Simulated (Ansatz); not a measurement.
Electronic density of states of amorphous Hf₁₄O₃₄La₄, density 8.44 g/cm³, on a 2×2×2 Γ-centred mesh with a Gaussian width of 0.1 eV; energies count from the Fermi level, whose place inside the gap is arbitrary. Cell and mesh are small, so fine structure isn't converged. Level of theory: PBE, scalar-relativistic without spin-orbit coupling (plane waves to 420 eV, PAW; Ansatz, a first-principles code). Sampling: a 2×2×2 Γ-centred mesh; Fermi-Dirac width 0.02 eV; no spin polarisation.

Preparation: random packing, a CHGNet melt and quench, and a DFT relaxation. O atoms were pushed apart under 1.9 Å during the dynamics, to hinder bonds among them. The hot cell started wider than the set density and was brought back towards it in steps. It is the lowest in DFT energy of 2 quenches. It is a model cell: composition and starting density were chosen by hand, and all elements were melted together. No dispersion term was used. Its density started from a set value of 8.41 and ended at 8.44 g/cm³. Cooling (nominally 450 K/ps over its main leg) ran many orders faster than in experiment, which tends to leave more defects and strain. One small periodic cell is one sample of the glass; other quenches scatter about these values. The volume was free in the relaxation, at fixed shape. Stress components on the final sampling reach 2.8 GPa.

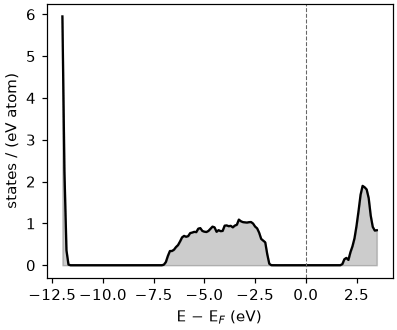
Figure. Density of states per atom

The gap on this mesh is 3.87 eV; the broadening fills part of it in the curve.
